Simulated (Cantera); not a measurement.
Charge: 1 mol B2O3, 3.6 mol N2, 130 mol H2, at 1700 °C.

These are equilibrium values from Cantera (NASA tables, ideal gas, pure condensed phases), not measurements of a reactor. Candidate condensed phases: B, BN, B2O3, B3O3H3, H2O; 39 gas species. Kinetics and transport are ignored.

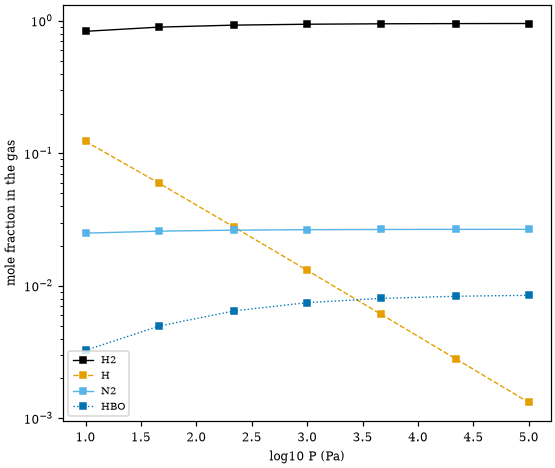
*Equilibrium gas composition (values under 1e-9 drawn at 1e-9)*

From 10.0 Pa to 1.00 bar nothing is condensed. The main B-bearing gas is BO at 10.0 Pa and HBO at 1.00 bar.
